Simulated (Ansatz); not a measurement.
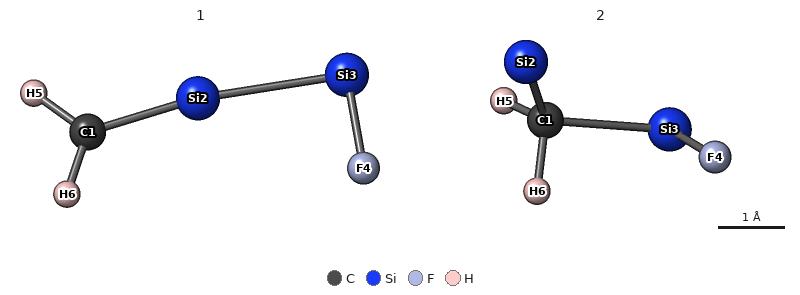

Two geometries of CH2FSi2 (charge +1), drawn at one scale. One is the start of a relaxation, the other its converged end. Style: ball-and-stick. Shown at a tilt.

Method: RKS PBE0-D4/def2-TZVP in Ansatz 0.2.0. (force threshold 0.005 eV/Å; at most 200 steps)

Question: Which one is relaxed?

Answer: Structure 2 is the relaxed one. The largest move after the best rigid fit is that of Si2, 1.99 Å. Largest moves by element: Si 1.99 Å, H 1.17 Å, C 0.90 Å, F 0.77 Å. Among the contacts that change: C1–Si3 4.044 → 2.040 Å, Si2–Si3 2.299 → 3.308 Å, C1–H6 1.084 → 1.108 Å, C1–Si2 1.757 → 1.777 Å. New bonds form: C1–Si3 (4.04 → 2.04 Å). Bonds break: Si2–Si3 (2.30 → 3.31 Å). Bond angles that change, for instance: Si2–C1–H6 123.1° → 108.3°, Si2–C1–H5 123.7° → 115.0°, H5–C1–H6 113.1° → 109.7°. The energy falls by 1.508 eV in 32 accepted moves (36 points after the start). The largest force component goes from 2.9 to 0.0014 eV/Å. The line search rejected the trial steps at points 8, 14, 28, 30 of the run. The run took 99 s on 2 threads of Arm Neoverse V2 (shared host).
